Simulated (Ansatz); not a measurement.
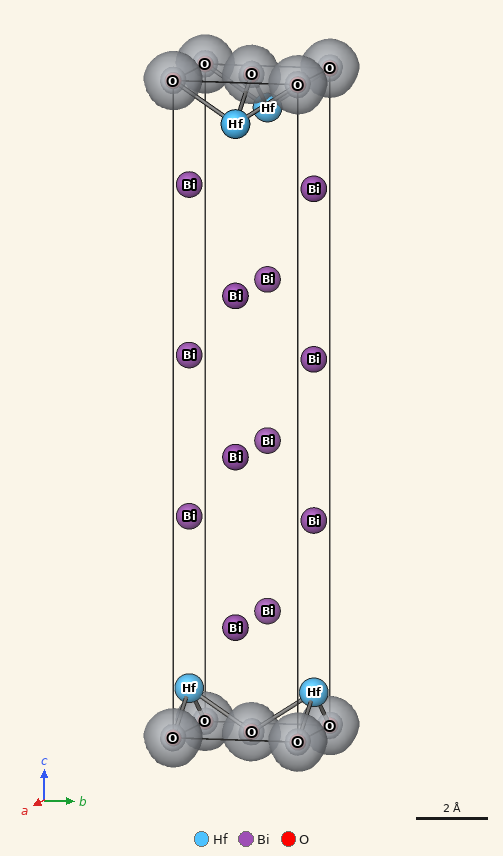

The picture shows: HfBi$_{3}$O. Isosurface of the ELF at 0.7 (grey), seen slightly off an axis. Only the valence region is drawn (cores and ρ < 0.01 e/Å³ removed). Sticks mark near contacts.

Space group P4/nmm; a generated structure, not necessarily the stable one; changed on purpose from its base cell (volume × 0.94, shape and atoms relaxed); computed pressure about 2 GPa in this cell.

Level of theory: Ansatz 0.2.0, DFT PBE, scalar-relativistic, plane waves, PAW.

**Where are the electrons localised?**

At this value the surface marks out two regions wrapped around O (the valence shell of each), counted in one cell of 10 atoms. Any copies at cell faces, edges or corners count once.

Values along the shortest contacts:
Hf–O (2.16 Å): the ELF peaks at about 0.85 in the valence shell of O, 0.6 Å from its nucleus, and drops to about 0.15 between the two atoms (no localised pair shows between them). Bi–Bi (3.24 Å): the ELF is about 0.40 at the midpoint.
